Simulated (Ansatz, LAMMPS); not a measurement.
# Which site? S in place of O in glassy 83P2O5-17Al2O3 (mol %) (80 atoms), part 3 of 5

Aim: make S in place of O at several sites of glassy 83P2O5-17Al2O3 (mol %) (80 atoms), relax each, and compare their energies.

Ansatz 0.2.0; Kohn-Sham DFT, PBE, PAW (set soft_2), plane waves.

The cell: 20 P, 4 Al and 56 O. The quench rate of 6 K/ps is orders of magnitude faster than experiment. The network of bonds at the start is that of the classical potential that made the cell. The Brillouin zone is sampled at Γ only, in a cell whose shortest periodic width is 10 Å.

So far. Step 2 (Single point at the start): The r.m.s. force at the start is 1.4 eV/Å. Step 3 (Relaxation): The relaxation converged after 19 steps, 10.0 eV below its start, with a largest force component of 0.037 eV/Å.

## Step 5: S on a site of O, site O78

The site has 1 bonded neighbour (P) at 1.46 Å on average, by cutoffs that count no bonds between two metal atoms or like ions. The change is made in the relaxed cell and the atoms are relaxed again, with spin allowed.

input.yaml

```yaml
crystal:
  lattice:
    - [10.13788, 0.0, 0.0]
    - [0.0, 10.13788, 0.0]
    - [0.0, 0.0, 10.13788]
  atoms:
    [... atom lines 1 to 74 left out ...]
    - { symbol: O, position: [0.0025, 0.89781, 0.92471] }
    - { symbol: O, position: [0.39824, 0.76489, 0.72495] }
    - { symbol: O, position: [0.07992, 0.34353, 0.0897] }
    - { symbol: S, position: [0.07075, 0.44217, 0.35024], spin: 0.6 }
    - { symbol: O, position: [0.88359, 0.9441, 0.70111] }
    - { symbol: O, position: [0.28055, 0.38318, 0.1996] }
magnetization:
  spin_polarized: true
kpoints:
  mp_grid: { grid: [1, 1, 1] }
hamiltonian:
  xc: pbe
scf:
  occupations: { method: fermi_dirac, width: 0.025 }
  lower_state_search: "off"
output:
  forces: true
  eigenvalues: true
relax:
  f_tol: 0.05
  max_steps: 90
```

Started as:

```sh
> ansatz run input.yaml --threads 4 --pin off --max-ram 8192MiB --backend cpu --events-out ev --progress --plain --runs-dir out
```

Numbers of over 12 decimals in the logs are rounded to 6 here.

What it wrote:

```text
[...]
Crystal: 80 atoms, lattice volume = 1041.937 Å³
Basis set: ecut = 420 eV, 20341 PW (Γ), exchange–correlation on 144×144×144 points (8 copies of the dense FFT grid, shifted against one another)
Bands: 305, of which v1, the nominal top of the filled ones, is band 224 counted from 1 (223 counted from 0)
Symmetry: 1 space group operations
[...]
k-points: 1
[...]
Starting moments: Σ|m| = 1.2 μB on 2 of 80 sites
[...]
SCF iter   1: F=—  HF=-49438.412560 eV  |F-HF|=—  |Δ(HF+E_count)|=         —  Δρ=6.39e-2 (↑6.28e-2 ↓6.39e-2)  dr2=1.56e2  dr2_m=1.49e-1  M=0.000 μB ∫|m|=0.143 μB  β_m=0.30  ethr=3.10e-3  ⟨swp⟩=8.5  Hψ=3321  notcnv=0  defer=78
[...]
spin=Collinear: Resta preconditioning applied to the charge; magnetization (m = ρ↑ − ρ↓) channel mixes plain (no charge-response kernel on spin).
SCF iter   2: F=—  HF=-49401.246954 eV  |F-HF|=—  |Δ(HF+E_count)|=    3.72e1  Δρ=3.09e-2 (↑2.99e-2 ↓3.09e-2)  dr2=3.60e1  dr2_m=7.28e-2  M=0.000 μB ∫|m|=0.120 μB  β_m=0.30  ethr=3.10e-3  ⟨swp⟩=4.0  Hψ=1151  notcnv=0  defer=150
SCF iter   3: F=—  HF=-49392.620697 eV  |F-HF|=—  |Δ(HF+E_count)|=    8.63e0  Δρ=1.58e-2 (↑1.53e-2 ↓1.58e-2)  dr2=5.00e0  dr2_m=3.63e-2  M=0.000 μB ∫|m|=0.093 μB  β_m=0.30  ethr=3.10e-3  ⟨swp⟩=5.0  Hψ=934  notcnv=0  defer=150
[...]
SCF iter   7: F=—  HF=-49391.965966 eV  |F-HF|=—  |Δ(HF+E_count)|=   1.36e-2  Δρ=6.64e-4 (↑6.03e-4 ↓6.64e-4)  dr2=4.66e-3  dr2_m=2.64e-3  M=0.000 μB ∫|m|=0.030 μB  β_m=0.30  ethr=4.96e-6  ⟨swp⟩=2.5  Hψ=797  notcnv=0  defer=154
[...]
spin-set hold released at iteration 7 (site moments contracting): the magnetisation degrees of freedom join the quasi-Newton model from the next iteration; the mixer history was flushed
SCF iter   8: F=—  HF=-49391.968557 eV  |F-HF|=—  |Δ(HF+E_count)|=   2.59e-3  Δρ=4.76e-4 (↑4.50e-4 ↓4.76e-4)  dr2=2.73e-3  dr2_m=1.39e-3  M=0.000 μB ∫|m|=0.024 μB  β_m=0.65  ethr=1.04e-6  ⟨swp⟩=2.0  Hψ=618  notcnv=0  defer=154
SCF iter   9: F=—  HF=-49391.972315 eV  |F-HF|=—  |Δ(HF+E_count)|=   3.76e-3  Δρ=1.13e-4 (↑9.70e-5 ↓1.13e-4)  dr2=3.82e-4  dr2_m=1.49e-5  M=0.000 μB ∫|m|=0.004 μB  β_m=0.61  ethr=6.10e-7  ⟨swp⟩=2.0  Hψ=870  notcnv=0  defer=154
[...]
SCF iter  11: F=-49391.972365 eV  HF=-49391.972372 eV  |F-HF|=6.50e-6  |Δ(HF+E_count)|=   2.38e-5  Δρ=1.86e-5 (↑1.80e-5 ↓1.86e-5)  dr2=1.35e-5  dr2_m=5.77e-7  M=0.000 μB ∫|m|=0.000 μB  β_m=0.69  ethr=1.13e-8  ⟨swp⟩=5.5  Hψ=2430  notcnv=0
SCF iter  12: F=-49391.972371 eV  HF=-49391.972372 eV  |F-HF|=7.54e-7  |Δ(HF+E_count)|=   2.11e-7  Δρ=6.61e-6 (↑6.35e-6 ↓6.61e-6)  dr2=1.46e-6  dr2_m=6.52e-8  M=0.000 μB ∫|m|=0.000 μB  ethr=3.01e-9  ⟨swp⟩=5.0  Hψ=2009  notcnv=0
WARN: the starting moments were not kept: the SCF closed with an absolute magnetisation of 2.4e-4 μB, where they sum to 1.2 μB in size (2 sites). That is at most 0.1 of that sum. Measured as dr2_m measures the in/out step, that magnetisation stands 4.8e-9 eV from none, [...]
SCF 1 converged in 12 iterations: F = -49391.972371 eV  dr2 = 1.46e-6
[...]
relax step   1: F+E_penalty+E_count = -49391.97237085 eV  Δ(F+E_penalty+E_count) = +0.000e0 eV  max|allowed force component| = 3.576e1 eV/Å  Δτ_max = 0.0000 Å  (12 SCF iters, dr2 threshold 6.25e-5 eV, accepted)
[... from here on, the SCF cycles and remarks between the steps are left out ...]
relax step   2: F+E_penalty+E_count = -49397.55056683 eV  Δ(F+E_penalty+E_count) = -5.578e0 eV  max|allowed force component| = 5.510e0 eV/Å  Δτ_max = 0.1998 Å  (7 SCF iters, dr2 threshold 1.00e-4 eV, accepted)
relax step   3: F+E_penalty+E_count = -49398.28880582 eV  Δ(F+E_penalty+E_count) = -7.382e-1 eV  max|allowed force component| = 1.474e0 eV/Å  Δτ_max = 0.1955 Å  (6 SCF iters, dr2 threshold 1.00e-4 eV, accepted)
relax step   4: F+E_penalty+E_count = -49398.52569752 eV  Δ(F+E_penalty+E_count) = -2.369e-1 eV  max|allowed force component| = 6.184e-1 eV/Å  Δτ_max = 0.2000 Å  (6 SCF iters, dr2 threshold 1.00e-4 eV, accepted)
relax step   5: F+E_penalty+E_count = -49398.66588304 eV  Δ(F+E_penalty+E_count) = -1.402e-1 eV  max|allowed force component| = 4.418e-1 eV/Å  Δτ_max = 0.1953 Å  (7 SCF iters, dr2 threshold 2.74e-5 eV, accepted)
relax step   6: F+E_penalty+E_count = -49398.70811398 eV  Δ(F+E_penalty+E_count) = -4.223e-2 eV  max|allowed force component| = 4.351e-1 eV/Å  Δτ_max = 0.0887 Å  (6 SCF iters, dr2 threshold 3.44e-5 eV, accepted)
relax step   7: F+E_penalty+E_count = -49398.75678322 eV  Δ(F+E_penalty+E_count) = -4.867e-2 eV  max|allowed force component| = 4.781e-1 eV/Å  Δτ_max = 0.1036 Å  (6 SCF iters, dr2 threshold 9.66e-5 eV, accepted)
relax step   8: F+E_penalty+E_count = -49398.76884099 eV  Δ(F+E_penalty+E_count) = -1.206e-2 eV  max|allowed force component| = 1.450e0 eV/Å  Δτ_max = 0.2000 Å  (6 SCF iters, dr2 threshold 1.00e-4 eV, accepted)
relax step   9: F+E_penalty+E_count = -49398.85031108 eV  Δ(F+E_penalty+E_count) = -8.147e-2 eV  max|allowed force component| = 3.513e-1 eV/Å  Δτ_max = 0.0628 Å  (5 SCF iters, dr2 threshold 1.00e-4 eV, accepted)
[...]
relax step  16: F+E_penalty+E_count = -49398.98081624 eV  Δ(F+E_penalty+E_count) = -4.554e-2 eV  max|allowed force component| = 1.255e-1 eV/Å  Δτ_max = 0.1000 Å  (9 SCF iters, accepted)
relax step  17: F+E_penalty+E_count = -49399.00899240 eV  Δ(F+E_penalty+E_count) = -2.818e-2 eV  max|allowed force component| = 2.415e-1 eV/Å  Δτ_max = 0.0971 Å  (7 SCF iters, dr2 threshold 3.27e-6 eV, accepted)
relax step  18: F+E_penalty+E_count = -49399.04898490 eV  Δ(F+E_penalty+E_count) = -3.999e-2 eV  max|allowed force component| = 2.467e-1 eV/Å  Δτ_max = 0.1468 Å  (7 SCF iters, dr2 threshold 1.21e-5 eV, accepted)
relax step  19: F+E_penalty+E_count = -49399.07862270 eV  Δ(F+E_penalty+E_count) = -2.964e-2 eV  max|allowed force component| = 3.691e-1 eV/Å  Δτ_max = 0.1546 Å  (6 SCF iters, dr2 threshold 6.09e-5 eV, accepted)
relax step  20: F+E_penalty+E_count = -49399.10807567 eV  Δ(F+E_penalty+E_count) = -2.945e-2 eV  max|allowed force component| = 3.218e-1 eV/Å  Δτ_max = 0.0544 Å  (6 SCF iters, dr2 threshold 1.00e-4 eV, accepted)
relax step  21: F+E_penalty+E_count = -49399.16458433 eV  Δ(F+E_penalty+E_count) = -5.651e-2 eV  max|allowed force component| = 6.742e-1 eV/Å  Δτ_max = 0.2000 Å  (7 SCF iters, dr2 threshold 7.88e-5 eV, accepted)
relax step  22: F+E_penalty+E_count = -49398.83860438 eV  Δ(F+E_penalty+E_count) = +3.260e-1 eV  max|allowed force component| = 2.740e0 eV/Å  Δτ_max = 0.2000 Å  (7 SCF iters, dr2 threshold 1.00e-4 eV, rejected (line search))
relax step  23: F+E_penalty+E_count = -49399.33307699 eV  Δ(F+E_penalty+E_count) = -1.685e-1 eV  max|allowed force component| = 4.302e-1 eV/Å  Δτ_max = 0.1000 Å  (11 SCF iters, accepted)
relax step  24: F+E_penalty+E_count = -49399.44295493 eV  Δ(F+E_penalty+E_count) = -1.099e-1 eV  max|allowed force component| = 3.574e-1 eV/Å  Δτ_max = 0.1000 Å  (6 SCF iters, dr2 threshold 7.53e-5 eV, accepted)
relax step  25: F+E_penalty+E_count = -49399.47853713 eV  Δ(F+E_penalty+E_count) = -3.558e-2 eV  max|allowed force component| = 8.039e-1 eV/Å  Δτ_max = 0.1442 Å  (6 SCF iters, dr2 threshold 5.20e-5 eV, accepted)
relax step  26: F+E_penalty+E_count = -49399.55996745 eV  Δ(F+E_penalty+E_count) = -8.143e-2 eV  max|allowed force component| = 6.598e-1 eV/Å  Δτ_max = 0.2000 Å  (7 SCF iters, dr2 threshold 1.00e-4 eV, accepted)
relax step  27: F+E_penalty+E_count = -49399.66206933 eV  Δ(F+E_penalty+E_count) = -1.021e-1 eV  max|allowed force component| = 2.510e-1 eV/Å  Δτ_max = 0.1115 Å  (6 SCF iters, dr2 threshold 1.00e-4 eV, accepted)
relax step  28: F+E_penalty+E_count = -49399.69933232 eV  Δ(F+E_penalty+E_count) = -3.726e-2 eV  max|allowed force component| = 3.277e-1 eV/Å  Δτ_max = 0.2000 Å  (8 SCF iters, dr2 threshold 9.12e-6 eV, accepted)
relax step  29: F+E_penalty+E_count = -49399.74708819 eV  Δ(F+E_penalty+E_count) = -4.776e-2 eV  max|allowed force component| = 2.228e-1 eV/Å  Δτ_max = 0.0731 Å  (7 SCF iters, dr2 threshold 1.55e-5 eV, accepted)
relax step  30: F+E_penalty+E_count = -49399.70656212 eV  Δ(F+E_penalty+E_count) = +4.053e-2 eV  max|allowed force component| = 7.084e-1 eV/Å  Δτ_max = 0.1531 Å  (7 SCF iters, dr2 threshold 2.30e-5 eV, rejected (line search))
relax step  31: F+E_penalty+E_count = -49399.77939747 eV  Δ(F+E_penalty+E_count) = -3.231e-2 eV  max|allowed force component| = 9.855e-2 eV/Å  Δτ_max = 0.0745 Å  (9 SCF iters, accepted)
relax step  32: F+E_penalty+E_count = -49399.78839608 eV  Δ(F+E_penalty+E_count) = -8.999e-3 eV  max|allowed force component| = 1.098e-1 eV/Å  Δτ_max = 0.0506 Å  (9 SCF iters, accepted)
relax step  33: F+E_penalty+E_count = -49399.79629065 eV  Δ(F+E_penalty+E_count) = -7.895e-3 eV  max|allowed force component| = 7.817e-2 eV/Å  Δτ_max = 0.0295 Å  (9 SCF iters, accepted)
relax step  34: F+E_penalty+E_count = -49399.80455245 eV  Δ(F+E_penalty+E_count) = -8.262e-3 eV  max|allowed force component| = 7.396e-2 eV/Å  Δτ_max = 0.0491 Å  (7 SCF iters, dr2 threshold 3.10e-6 eV, accepted)
relax step  35: F+E_penalty+E_count = -49399.80903752 eV  Δ(F+E_penalty+E_count) = -4.485e-3 eV  max|allowed force component| = 5.965e-2 eV/Å  Δτ_max = 0.0435 Å  (7 SCF iters, dr2 threshold 2.77e-6 eV, accepted)
relax step  36: F+E_penalty+E_count = -49399.81323688 eV  Δ(F+E_penalty+E_count) = -4.199e-3 eV  max|allowed force component| = 5.079e-2 eV/Å  Δτ_max = 0.0406 Å  (9 SCF iters, accepted)
relax step  37: F+E_penalty+E_count = -49399.81575511 eV  Δ(F+E_penalty+E_count) = -2.518e-3 eV  max|allowed force component| = 4.620e-2 eV/Å  Δτ_max = 0.0234 Å  (8 SCF iters, accepted)
SCF converged after 8 iterations
Magnetization: 0.0000 μB (224.0000 up, 224.0000 down)
Absolute magnetization: 0.0000 μB (∫|ρ↑−ρ↓|, with the PAW one-centre terms)
[...]
Per-site moments (μB) at R_I (Å): [(-1.1820808103831273e-9, 0.621824), (-4.5046841164368165e-9, 0.622139), (4.54209301586565e-9, 0.604447), (6.209826336187877e-10, 0.654501), (-2.4645318675153546e-8, 0.627845), [...]
Free energy (F): -49399.815755 eV
[...]
Internal energy: -49399.815755 eV  (E = F + TS)
E sigma→0 (E₀):  -49399.815755 eV
Fermi energy:    4.950824 eV
[...]
Σ components = -49399.815755   (vs F -49399.815755, Δ=0.00e0)
--- Forces (eV/Å), atoms counted from 1 ---
  atom   1  P     -0.01892678     0.01347587     0.01276691
  atom   2  P      0.00225737     0.00811650    -0.00359015
  atom   3  P     -0.02366488     0.01239147    -0.01844210
  atom   4  P     -0.00121972    -0.01955289     0.04620279
[...]
atom  80  O     -0.00108141     0.02561344    -0.00058487
  max |Σ_I F_I| component: 9.85e-5 eV/Å
--- Band table (eV) ---
[...]
--- Relaxed structure (37 steps of the walk, 34 accepted, 0 SCFs on fresh bases) ---
  F+E_penalty+E_count = -49399.81575511 eV   max|allowed force component| = 4.620e-2 eV/Å
  atoms:
    - { symbol: P, position: [0.920890, 0.781451, 0.938049] }
    - { symbol: P, position: [0.927465, 0.411738, 0.413722] }
    - { symbol: P, position: [0.830421, 0.620573, 0.711433] }
    - { symbol: P, position: [0.212374, 0.439241, 0.090950] }
[...]
- { symbol: O, position: [0.280524, 0.355312, 0.204333] }
```

Wall time 12 min (4 threads of Arm Neoverse V2, shared host); peak memory 2.1 GiB.

The program notes that starting moments were not kept.

The relaxation converged after 37 steps, 7.84 eV below its start, with a largest force component of 0.046 eV/Å.

The surroundings of the S atom, after relaxation, nearest first, numbered as they follow in the input and with coordinates relative to it.

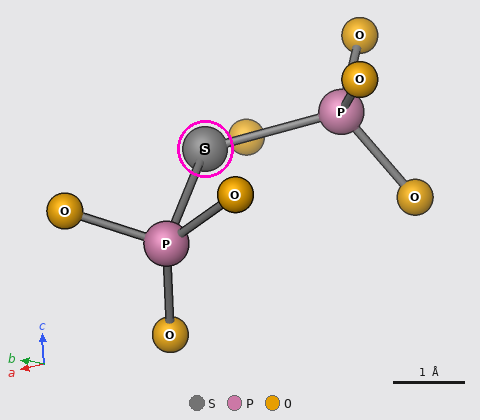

The atoms of the table, within 3.1 Å (arrows a, b, c point along x, y, z); some may hide others; the central atom is ringed.

| atom | x | y | z | distance (Å) | bonds |
| --- | --- | --- | --- | --- | --- |
| S78 | 0.00 | 0.00 | 0.00 | 0.00 | 2 |
| P2 | -1.65 | -1.12 | 0.38 | 2.03 | 4 |
| P5 | -0.57 | 1.44 | -1.67 | 2.28 | 5 |
| O42 | 0.38 | 0.48 | -2.70 | 2.77 | 2 |
| O67 | -2.06 | 1.50 | -1.23 | 2.83 | 2 |
| O51 | 0.33 | 2.56 | -1.16 | 2.83 | 2 |
| O27 | 1.46 | -2.32 | 0.73 | 2.84 | 1 |
| O50 | -1.28 | -1.93 | 1.66 | 2.85 | 2 |
| O61 | -2.89 | -0.27 | 0.51 | 2.95 | 2 |
| O73 | -1.97 | -2.22 | -0.79 | 3.07 | 2 |

The column of bonds counts only the pairs O-P within 2.11 Å, O-Al within 2.38 Å, P-S within 2.33 Å; other neighbours, such as metal atoms beside each other in a compound, aren't counted, and periodic images can show an atom twice.

The largest move is 0.99 Å, by O51.

(Part 3 of 5 ends here.)

[Logs are printed without paths, hosts, clocks, repeated set-up lines and the standing remarks that a program may print on its own settings, such as how far it seeks lower states.]

[Hosts, paths, dates, database ids (printed as entryN), source tags and the programs' standing remarks are cut or masked in the printed files.]
